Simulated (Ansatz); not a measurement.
**Fields on a plane of HfO2 (tetragonal-ZrO2 type, space group P4_2/nmc)**

```
CELL_PARAMETERS angstrom
      3.60482     0.00000     0.00000
      0.00000     3.60482     0.00000
      0.00000     0.00000     5.26502
ATOMIC_POSITIONS crystal
  Hf 0.00000 0.00000 0.00000
  Hf 0.50000 0.50000 0.50000
  O  0.00000 0.50000 0.19324
  O  0.00000 0.50000 0.69324
  O  0.50000 0.00000 0.30676
  O  0.50000 0.00000 0.80676
```

The slice is a (001) plane (indices of the conventional cell) through the point (0.000, 0.000, 0.000) (fractional), spanned by u = [100] and v = [010] in vectors of this cell: u (3.60 Å) and v (3.60 Å, at 90° to u). It covers one period; positions are fractions (u, v).

Atoms on it: Hf at (0.00, 0.00).

Level of theory: PBE (plane waves to 420 eV, PAW, scalar-relativistic; Ansatz, a first-principles code). k mesh 9×9×6. Inside the PAW spheres the values are not all-electron values, and peaks at nuclei hang on which shells count as valence. HfO2 is run without spin polarisation. HfO2 was relaxed with its symmetry unable to fall. Spin-orbit coupling is left out, though Hf is heavy. The PAW data are Ansatz's earlier set. This is a high-temperature form of HfO2.

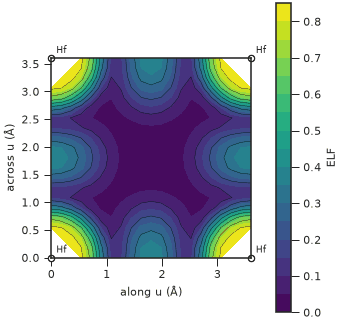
Electron localisation function (ELF), one period of the plane, atoms marked. Points within 0.4 Å of a nucleus are left white, as the pseudised field means little there.

```
v \ u  0.00  0.10  0.20  0.30  0.40  0.50  0.60  0.70  0.80  0.90
-----  ----  ----  ----  ----  ----  ----  ----  ----  ----  ----
0.90    1.4   1.0   0.2  -0.5  -0.6  -0.6  -0.6  -0.5   0.2   1.0
0.75   -0.1  -0.2  -0.7  -1.0  -1.1  -1.0  -1.1  -1.0  -0.7  -0.2
0.60   -0.5  -0.6  -0.9  -1.2  -1.4  -1.5  -1.4  -1.2  -0.9  -0.6
0.45   -0.5  -0.6  -0.9  -1.2  -1.5  -1.6  -1.5  -1.2  -0.9  -0.6
0.30   -0.4  -0.5  -0.8  -1.1  -1.2  -1.2  -1.2  -1.1  -0.8  -0.5
0.15    1.0   0.6  -0.1  -0.7  -0.7  -0.7  -0.7  -0.7  -0.1   0.6
0.00    1.8   1.4   0.4  -0.4  -0.5  -0.5  -0.5  -0.4   0.4   1.4
```

Values: log₁₀ of the valence density in e/Å³. The scale is logarithmic, as a density can span decades between atoms and voids.
